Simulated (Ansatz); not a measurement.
# C2H3F3 (1,1,2-trifluoroethane): BHLYP/def2-SVP

What is the vertical ionisation energy of C2H3F3 (1,1,2-trifluoroethane) at BHLYP/def2-SVP? 

The calculation is run with Ansatz 0.2.0.

54 further runs of the same task are left out: 54 set aside as unsound or not needed.

### Step 1. The molecule

The species is C2H3F3 (8 atoms), meant as a singlet with charge 0. SMILES: `FCC(F)F`. The coordinates come from a PBE0-D4/def2-TZVP relaxation. This is one conformer, not always the lowest.

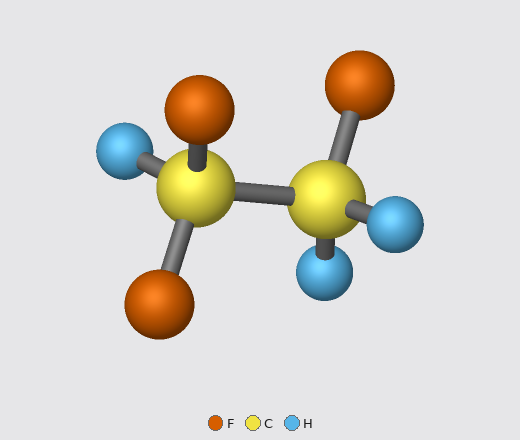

Viewed from a chosen angle; fluorine orange, carbon yellow, hydrogen blue.

### Step 2. The energy at BHLYP/def2-SVP

Contents of molecule.yaml:

```yaml
crystal:
  periodic: [false, false, false]
  atoms:
    - {symbol: F, position_ang: [-1.142800, -0.681000, 1.163100]}
    - {symbol: C, position_ang: [-0.188200, 0.195100, 0.711800]}
    - {symbol: C, position_ang: [0.172900, -0.152400, -0.711300]}
    - {symbol: F, position_ang: [0.824200, -1.335800, -0.756500]}
    - {symbol: F, position_ang: [1.011700, 0.803600, -1.182200]}
    - {symbol: H, position_ang: [0.701700, 0.118900, 1.342500]}
    - {symbol: H, position_ang: [-0.588500, 1.211500, 0.747300]}
    - {symbol: H, position_ang: [-0.698800, -0.217000, -1.370500]}
basis:
  gaussian:
    orbitals: def2-SVP
output: {orbitals: {seedname: orbitals}}
accuracy: high
hamiltonian:
  xc: {name: BHLYP}
```

On the command line:

```bash
$ ansatz run molecule.yaml --threads 1 --pin off --max-ram 3480MiB --events-out events.jsonl --progress --plain --runs-dir runs
```

Standard output:

```text
Warning: RAYON_NUM_THREADS=1 ignored (pool sized by the plan → 1); use --threads N
Functional definition: BHLYP
  name "BHLYP"
  parameter a = 0.5
  exchange = (1 - a)*b88_x + a*exact_x
  correlation = lyp_c
1972 factors; integrals over basis functions are off by at most 3.4e-9 eV
mean field evaluation 1: about -10258.8507 eV, gradient 3.2e1 eV
mean field evaluation 2: about -10259.2982 eV, gradient 2.9e1 eV
mean field evaluation 4: about -10260.4888 eV, gradient 9.7e-1 eV
mean field evaluation 8: about -10260.9721 eV, gradient 1.8e-1 eV
mean field evaluation 16: about -10260.9722 eV, gradient 4.4e-5 eV
mean field -10260.97222688 eV, -377.0837742011 hartree, gradient 9.9e-8 eV, S^2 0.000000; 0 other end points of the search recorded, 0 dependent functions left out
reference -10260.97224791 eV, -377.0837749737 hartree; 21, 21 occupied and 64, 64 virtual orbitals, 1972 factors
Total energy: -10260.97224791 eV, -377.0837749737 hartree
```

Wall time 7.2 s (1 thread of Arm Neoverse V1, shared host); peak memory 0.28 GiB.

### Step 3. The doublet cation, same level

Contents of input.yaml:

```yaml
crystal:
  periodic: [false, false, false]
  atoms:
    - {symbol: F, position_ang: [-1.142800, -0.681000, 1.163100]}
    - {symbol: C, position_ang: [-0.188200, 0.195100, 0.711800]}
    - {symbol: C, position_ang: [0.172900, -0.152400, -0.711300]}
    - {symbol: F, position_ang: [0.824200, -1.335800, -0.756500]}
    - {symbol: F, position_ang: [1.011700, 0.803600, -1.182200]}
    - {symbol: H, position_ang: [0.701700, 0.118900, 1.342500]}
    - {symbol: H, position_ang: [-0.588500, 1.211500, 0.747300]}
    - {symbol: H, position_ang: [-0.698800, -0.217000, -1.370500]}
basis:
  gaussian:
    orbitals: def2-SVP
magnetization:
  spin_polarized: true
  initial_magnetization: 1
accuracy: high
total_charge: 1
hamiltonian:
  xc: {name: BHLYP}
output: {orbitals: {seedname: orbitals}}
```

On the command line:

```bash
$ ansatz run input.yaml --threads 1 --pin off --max-ram 3480MiB --events-out events.jsonl --progress --plain --runs-dir runs
```

Standard output:

```text
Warning: RAYON_NUM_THREADS=1 ignored (pool sized by the plan → 1); use --threads N
[... 5 set-up lines as earlier in the session ...]
1970 factors; integrals over basis functions are off by at most 3.4e-9 eV
mean field evaluation 1: about -10243.5875 eV, gradient 3.7e1 eV
mean field evaluation 2: about -10242.1922 eV, gradient 4.5e1 eV
mean field evaluation 4: about -10248.0089 eV, gradient 1.9e0 eV
mean field evaluation 8: about -10248.0981 eV, gradient 4.2e-1 eV
mean field evaluation 16: about -10248.1203 eV, gradient 3.9e-2 eV
mean field evaluation 32: about -10248.1204 eV, gradient 1.3e-5 eV
mean field -10248.12039279 eV, -376.6114780094 hartree, gradient 5.9e-8 eV, S^2 0.756064; 2 other end points of the search recorded, 0 dependent functions left out
reference -10248.12041299 eV, -376.6114787520 hartree; 21, 20 occupied and 64, 65 virtual orbitals, 1970 factors
Total energy: -10248.12041299 eV, -376.6114787520 hartree
```

It took 21 s on 1 thread of Arm Neoverse V1, shared host; peak memory 0.38 GiB.

### Step 4. Results

Level: BHLYP/def2-SVP.

```
                                          quantity          value
                      singlet C2H3F3: total energy  -377.08377 Eh
                       singlet C2H3F3: HOMO energy      -11.38 eV
                       singlet C2H3F3: LUMO energy        2.89 eV
                     singlet C2H3F3: HOMO–LUMO gap       14.27 eV
                      doublet cation: total energy  -376.61148 Eh
doublet cation: HOMO energy (highest over α and β)      -19.62 eV
 doublet cation: LUMO energy (lowest over α and β)      -14.33 eV
                              doublet cation: ⟨S²⟩          0.756
vertical ionisation energy (to the doublet cation)      12.852 eV
```

**Reading.** The vertical ionisation energy comes to 12.85 eV (1240 kJ/mol). −ε(HOMO) before ionisation, 11.38 eV, is 1.47 eV below this ionisation energy.
